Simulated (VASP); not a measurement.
Band structure of Be2Cr (space group Fd-3m). All values below come from PBE GGA, VASP's PBE PAW potentials (set 64) (plane waves; VASP).

The moments were started parallel, and other spin orders were not tried in this run.

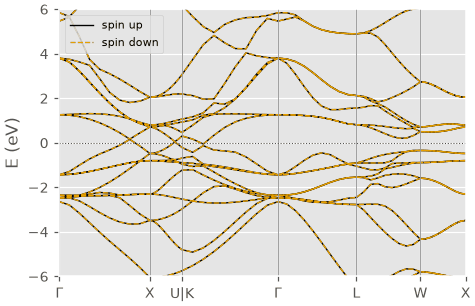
*Bands along high-symmetry lines, zero at the valence-band maximum or, without a gap, the Fermi level*

**Question.** Read the plot: is there a gap, and where are the band edges?

**Answer.** It has no gap at this level: it comes out as a metal or semimetal.

The structure was generated: Be2Cr was put into an ordered model structure, which need not be its known phase. The cell was not relaxed at this level.
